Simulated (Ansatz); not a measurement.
Single-point calculation, with input and output: C$_{2}$H$_{4}$Cl$_{2}$Ge

The run: single-point calculation of C$_{2}$H$_{4}$Cl$_{2}$Ge, SMILES C=[CH][GeH]([Cl])[Cl]. Method and program: RKS PBE0-D4/def2-TZVPP (Ansatz 0.2.0).

The geometry comes from this level: PBE0-D4/def2-TZVP.

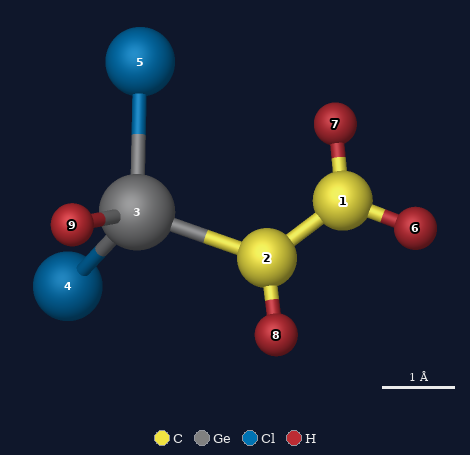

Figure 1. The input geometry (ball-and-stick view, seen at a tilt; atoms are numbered from 1 in the order of the input). Sticks mark near contacts. Bond lengths as drawn: Cl–Ge 2.15 Å, C–C 1.33 Å, C–Ge 1.92 Å, C–H 1.09 Å and Ge–H 1.53 Å.

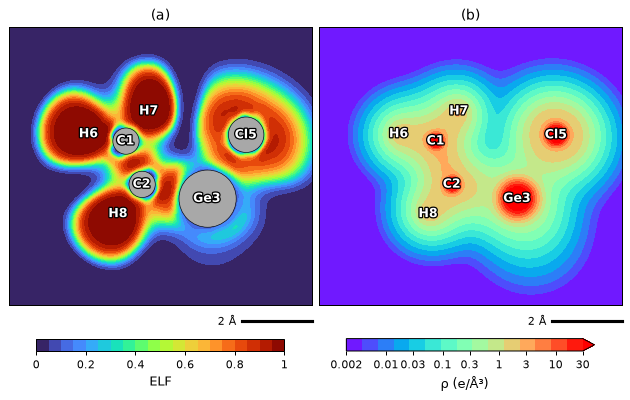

Figure 2. (a) ELF; (b) total electron density on the plane of atoms C2, C1 and H7. Grey discs, where drawn, cover atomic cores. The section cuts through C, Ge, Cl and H sites. C–C (1.33 Å): ρ is about 2.4 e/Å³ halfway; the ELF peaks at about 0.95 between the atoms (a multiple bond by its length, whose ELF region spreads away from the axis). C–Ge (1.92 Å): ρ is about 0.94 e/Å³ halfway; the ELF peaks at about 0.95 in the valence shell of C, 0.7 Å from its nucleus, and is about 0.70 at the midpoint.

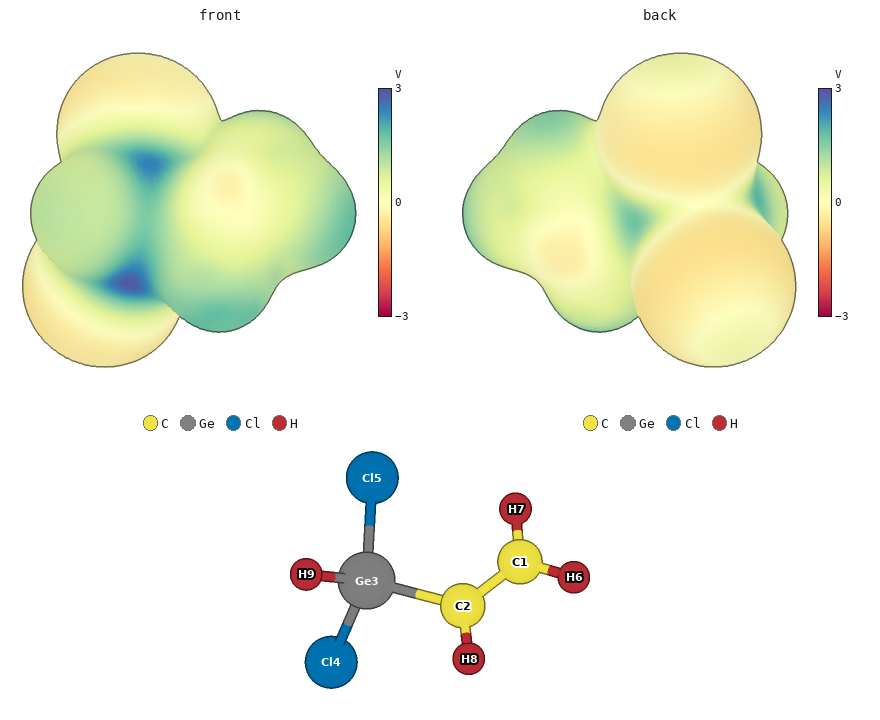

Figure 3. The molecular electrostatic potential painted on the density surface at 0.004 e/bohr³, seen at a tilt and from behind; the colour scale runs from red (negative) to blue (positive). The bare structure is drawn below in the same view.

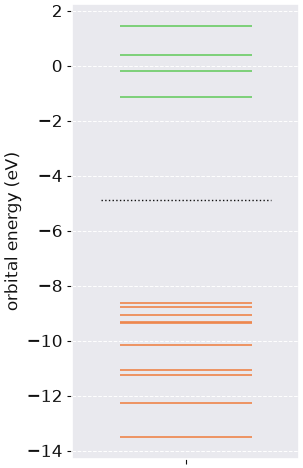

Figure 4. Orbital energies near the frontier; the dotted line parts filled from empty levels, and levels within 0.02 eV of each other stand side by side. Highest filled −8.63 eV, lowest empty −1.14 eV, 7.49 eV apart.

The input that produced these results follows, with the program's output.

### Input
```yaml
crystal:
  periodic: [false, false, false]
  atoms:
    - {symbol: C, position_ang: [1.615235, -0.044807, -0.059890]}
    - {symbol: C, position_ang: [0.466787, -0.699743, 0.039154]}
    - {symbol: Ge, position_ang: [-1.231700, 0.191598, 0.176724]}
    - {symbol: Cl, position_ang: [-2.476371, -0.432005, -1.459688]}
    - {symbol: Cl, position_ang: [-0.916856, 2.307613, 0.001907]}
    - {symbol: H, position_ang: [2.561782, -0.571297, -0.138587]}
    - {symbol: H, position_ang: [1.657867, 1.039796, -0.070966]}
    - {symbol: H, position_ang: [0.448920, -1.786696, 0.038334]}
    - {symbol: H, position_ang: [-2.037263, -0.050958, 1.456012]}
basis:
  gaussian: {orbitals: def2-TZVPP}
hamiltonian: {xc: pbe0, dispersion: d4}
output: {orbitals: {seedname: orbitals}}
```

Launch command:
```bash
ansatz run in.yaml --threads 4 --pin off --events-out ev --progress --plain --max-ram 10444MiB
```

### What the program printed
```
Functional definition: PBE0
  name "PBE0"
  cite "Adamo & Barone, J. Chem. Phys. 110, 6158 (1999) doi:10.1063/1.478522"
  cite "Perdew, Burke & Ernzerhof, Phys. Rev. Lett. 77, 3865 (1996) doi:10.1103/PhysRevLett.77.3865"
  parent pbe
  parameter a = 0.25
  parameter kappa = 0.804
  parameter beta = 0.06672455060314922
  exchange = (1 - a)*pbe_x(kappa = kappa, mu = beta*pi^2/3) + a*exact_x
  correlation = pbe_c(beta = beta)
1647 factors; their error is unknown
mean field evaluation 1: about -83681.9411 eV, gradient 5.2e1 eV
mean field evaluation 2: about -83678.2693 eV, gradient 6.4e1 eV
mean field evaluation 4: about -83687.8534 eV, gradient 2.8e0 eV
mean field evaluation 8: about -83687.8693 eV, gradient 6.7e-2 eV
mean field evaluation 16: about -83688.2002 eV, gradient 6.8e-5 eV
mean field -83688.20024164 eV, -3075.4846329808 hartree, gradient 6.8e-5 eV, S^2 0.000000; 0 other end points of the search recorded, 0 dependent functions left out
reference -83688.20027372 eV, -3075.4846341597 hartree; 41, 41 occupied and 209, 209 virtual orbitals, 1647 factors
Total energy: -83688.42360964 eV, -3075.4928416035 hartree
```

### Summary

| quantity | value |
| --- | --- |
| outcome | converged |
| total energy | −83688.4236 eV |
| mean-field energy | −83688.2003 eV |
| dispersion energy | −0.2233 eV |
| SCF solution under orbital rotations | stable |
| HOMO | −8.63 eV |
| LUMO | −1.14 eV |
| hardware | 4 threads of Arm Neoverse V2, 23 GiB of memory available, shared host |
| wall time | 3.9 s (CPU time 15 s) |
| peak memory | 0.83 GiB |
